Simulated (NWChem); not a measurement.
# doublet C3H7F+: levels of theory compared

Wanted: a comparison of 4 runs (UB3LYP/cc-pVDZ, UBHLYP/cc-pVDZ, UM06-2X/cc-pVDZ, UPBE0/cc-pVDZ) of doublet C3H7F+. 

The results are computed with NWChem 7.3.0.

1 further run of the same task is left out (it didn't finish).

### Step 1. The molecule

C3H7F+: 11 atoms, total charge +1, spin state doublet. As SMILES of the parent species, `CC(C)F`. The shape is that of a PBE0-D4/def2-TZVP optimisation. That shape belongs to the parent species and isn't relaxed for this state.

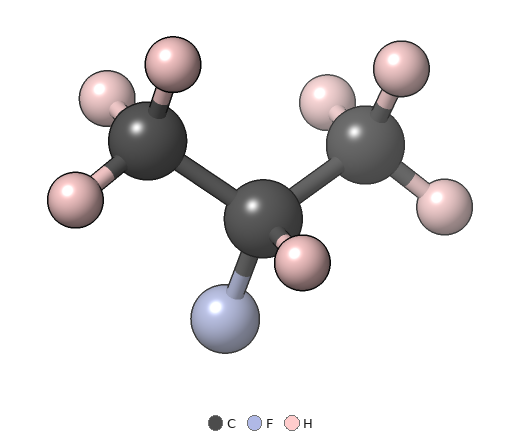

The structure, seen from a chosen angle (carbon dark grey, fluorine light blue, hydrogen pink).

### Step 2. The energy at UB3LYP/cc-pVDZ (run 1)

mymol.nw

```
START mymol
TITLE "C3H7F"
memory stack 880 mb heap 220 mb global 1100 mb
charge 1

GEOMETRY units bohr noautosym nocenter noautoz
C   -0.44314078   1.97495277  -1.32847747
C   -0.90631265  -0.57939003  -0.15363473
C    1.18372444  -1.44790816   1.57735440
F   -1.16048081  -2.34779574  -2.09457244
H   -1.96890565   2.46306903  -2.62671931
H   -0.34128454   3.42815216   0.13417055
H    1.33735918   1.97268510  -2.37349601
H   -2.71478055  -0.58052387   0.85736874
H    2.98293269  -1.49042699   0.56578400
H    0.78858271  -3.33857914   2.29904080
H    1.36589404  -0.16176056   3.18192085
END

BASIS spherical bse
* library cc-pVDZ
END

DFT
xc b3lyp
mult 2
grid fine
convergence energy 1e-08
maxiter 100
mulliken
noprint "final vectors analysis"
END

TASK dft energy
```

Launch:

```bash
$ nwchem mymol.nw > mymol.out
```

Log:

```text
[...]
          Wavefunction type:  spin polarized.
          No. of atoms     :    11
          No. of electrons :    33
[...]
          Charge           :     1
          Spin multiplicity:     2
[...]
          AO basis - number of functions:    91
[...]
              XC Information
              --------------
                         B3LYP Method XC Potential
                     Hartree-Fock (Exact) Exchange  0.200
                        Slater Exchange Functional  0.800 local
                    Becke 1988 Exchange Functional  0.720 non-local
              Lee-Yang-Parr Correlation Functional  0.810
                  VWN I RPA Correlation Functional  0.190 local
[...]
 d= 0,ls=0.0,diis     1   -217.8049157459 -3.51D+02  1.02D-02  3.85D-01     5.7
[...]
 d= 0,ls=0.5,diis    42   -217.9665929110 -8.17D-09  1.94D-08  1.74D-08   207.7
[...]
         Total DFT energy =     -217.966592916274
      One electron energy =     -552.306757993032
           Coulomb energy =      230.282727375847
    Exchange-Corr. energy =      -29.001161542110
 Nuclear repulsion energy =      133.058599243021
[...]
      Total Density - Mulliken Population Analysis
     ---------------------------------------------
    Atom       Charge   Shell Charges
 -----------   ------   -------------------------------------------------------
    1 C    6     6.00   2.01  0.68  0.36  2.13  0.77  0.04
    2 C    6     5.95   2.01  0.72  0.43  1.99  0.65  0.14
    3 C    6     6.00   2.01  0.68  0.36  2.13  0.77  0.04
    4 F    9     9.03   2.01  0.92  1.00  3.28  1.81  0.01
    5 H    1     0.88   0.72  0.13  0.03
    6 H    1     0.89   0.73  0.13  0.03
    7 H    1     0.85   0.71  0.11  0.03
    8 H    1     0.78   0.67  0.08  0.03
    9 H    1     0.85   0.71  0.11  0.03
   10 H    1     0.88   0.72  0.13  0.03
[...]
      <S2> =      0.7528 (Exact =     0.7500)
[...]
```

Wall time 3.6 min (1 thread of Intel Xeon Platinum 8259CL at 2.50GHz (Skylake/Cascade Lake), shared host); peak memory 0.12 GiB.

### Step 3. A single-point energy at UBHLYP/cc-pVDZ (run 2)

run.xyz

```xyz
11
C3H7F BHLYP
C     -0.234500     1.045100    -0.703000
C     -0.479600    -0.306600    -0.081300
C      0.626400    -0.766200     0.834700
F     -0.614100    -1.242400    -1.108400
H     -1.041900     1.303400    -1.390000
H     -0.180600     1.814100     0.071000
H      0.707700     1.043900    -1.256000
H     -1.436600    -0.307200     0.453700
H      1.578500    -0.788700     0.299400
H      0.417300    -1.766700     1.216600
H      0.722800    -0.085600     1.683800
```

run.nw

```
start run
title "C3H7F BHLYP"
memory stack 880 mb heap 220 mb global 1100 mb
charge 1

geometry units angstrom noautosym nocenter noautoz
  load format xyz run.xyz
end

basis spherical bse
  * library cc-pVDZ
end

dft
  xc bhlyp
  mult 2
  grid fine
  convergence energy 1e-08
  iterations 100
  mulliken
end

task dft
```

Launch:

```bash
$ nwchem run.nw > run.out
```

Log:

```text
[...]
          Wavefunction type:  spin polarized.
          No. of atoms     :    11
          No. of electrons :    33
[...]
          Charge           :     1
          Spin multiplicity:     2
[...]
          AO basis - number of functions:    91
[...]
              XC Information
              --------------
                        BHLYP Method XC Functional
                     Hartree-Fock (Exact) Exchange  0.500
                        Slater Exchange Functional  0.500 local
                    Becke 1988 Exchange Functional  0.500 non-local
              Lee-Yang-Parr Correlation Functional  1.000
[...]
 d= 0,ls=0.0,diis     1   -217.6825525579 -3.51D+02  7.00D-03  3.55D-01     5.4
[...]
 d= 0,ls=0.0,diis    14   -217.8348081564 -4.14D-09  3.39D-07  4.81D-10    67.6
[...]
         Total DFT energy =     -217.834808156355
      One electron energy =     -552.189712338269
           Coulomb energy =      230.176287471620
    Exchange-Corr. energy =      -28.879992142130
 Nuclear repulsion energy =      133.058608852425
[...]
      Total Density - Mulliken Population Analysis
     ---------------------------------------------
    Atom       Charge   Shell Charges
 -----------   ------   -------------------------------------------------------
    1 C    6     6.03   2.01  0.67  0.38  2.11  0.81  0.04
    2 C    6     5.93   2.01  0.72  0.44  1.95  0.66  0.15
    3 C    6     6.03   2.01  0.67  0.38  2.11  0.81  0.04
    4 F    9     9.06   2.00  0.92  1.01  3.28  1.85  0.01
    5 H    1     0.87   0.72  0.12  0.03
    6 H    1     0.88   0.73  0.12  0.03
    7 H    1     0.85   0.71  0.11  0.03
    8 H    1     0.75   0.65  0.06  0.03
    9 H    1     0.85   0.71  0.11  0.03
   10 H    1     0.87   0.72  0.12  0.03
[...]
      <S2> =      0.7567 (Exact =     0.7500)
[...]
```

Run time: 68 s. Hardware: 1 thread of Intel Xeon Platinum 8259CL at 2.50GHz (Skylake/Cascade Lake), shared host; peak memory 0.11 GiB.

Run 3 isn't shown in full; the table further down has it.

### Step 4. A single-point energy at UPBE0/cc-pVDZ (run 4)

c3h7f.nw

```
echo
start c3h7f
memory stack 880 mb heap 220 mb global 1100 mb
charge 1
geometry units atomic noautosym nocenter noautoz
  C     -0.44314078     1.97495277    -1.32847747
  C     -0.90631265    -0.57939003    -0.15363473
  C      1.18372444    -1.44790816     1.57735440
  F     -1.16048081    -2.34779574    -2.09457244
  H     -1.96890565     2.46306903    -2.62671931
  H     -0.34128454     3.42815216     0.13417055
  H      1.33735918     1.97268510    -2.37349601
  H     -2.71478055    -0.58052387     0.85736874
  H      2.98293269    -1.49042699     0.56578400
  H      0.78858271    -3.33857914     2.29904080
  H      1.36589404    -0.16176056     3.18192085
end
basis spherical bse
  * library cc-pVDZ
end
dft
  xc pbe0
  mult 2
  grid fine
  convergence energy 1e-08
  maxiter 100
  mulliken
  noprint "final vectors analysis"
end
task dft energy
```

Launch:

```bash
$ nwchem c3h7f.nw > c3h7f.out
```

Log:

```text
[...]
          Wavefunction type:  spin polarized.
          No. of atoms     :    11
          No. of electrons :    33
[...]
          Charge           :     1
          Spin multiplicity:     2
[...]
          AO basis - number of functions:    91
[...]
              XC Information
              --------------
                         PBE0 Method XC Functional
                     Hartree-Fock (Exact) Exchange  0.250
          PerdewBurkeErnzerhof Exchange Functional  0.750
            Perdew 1991 LDA Correlation Functional  1.000 local
           PerdewBurkeErnz. Correlation Functional  1.000 non-local
[...]
 d= 0,ls=0.0,diis     1   -217.5642557444 -3.51D+02  9.35D-03  3.84D-01     5.7
[...]
 d= 0,ls=0.5,diis    39   -217.7231787743 -7.44D-09  3.08D-08  1.41D-08   192.5
[...]
         Total DFT energy =     -217.723178779060
      One electron energy =     -552.277117728088
           Coulomb energy =      230.241205595216
    Exchange-Corr. energy =      -28.745865889209
 Nuclear repulsion energy =      133.058599243021
[...]
      Total Density - Mulliken Population Analysis
     ---------------------------------------------
    Atom       Charge   Shell Charges
 -----------   ------   -------------------------------------------------------
    1 C    6     6.06   2.01  0.67  0.41  2.12  0.82  0.04
    2 C    6     5.97   2.01  0.71  0.47  1.96  0.67  0.15
    3 C    6     6.06   2.01  0.67  0.41  2.12  0.82  0.04
    4 F    9     9.03   2.01  0.92  1.01  3.27  1.82  0.01
    5 H    1     0.86   0.72  0.11  0.03
    6 H    1     0.87   0.72  0.12  0.03
    7 H    1     0.83   0.70  0.10  0.03
    8 H    1     0.75   0.66  0.06  0.03
    9 H    1     0.83   0.70  0.10  0.03
   10 H    1     0.86   0.72  0.11  0.03
[...]
      <S2> =      0.7533 (Exact =     0.7500)
[...]
```

It took 3.3 min on 1 thread of Intel Xeon Platinum 8259CL at 2.50GHz (Skylake/Cascade Lake), shared host; peak memory 0.12 GiB.

### Step 5. Overview of the runs

```tsv
run	level	energy (Eh)	⟨S²⟩	wall time
1	UB3LYP/cc-pVDZ	-217.966593	0.753	3.6 min
2	UBHLYP/cc-pVDZ	-217.834808	0.757	68 s
3	UM06-2X/cc-pVDZ	-217.854297	0.754	92 s
4	UPBE0/cc-pVDZ	-217.723179	0.753	3.3 min
```

### Step 6. Results

| quantity | value |
| --- | --- |
| run 4: total energy | -217.72318 Eh |
| run 4: ⟨S²⟩ | 0.753 |

In words: Totals of different functionals can't be ranked against each other. All runs together took 9.5 min, the longest 3.6 min.
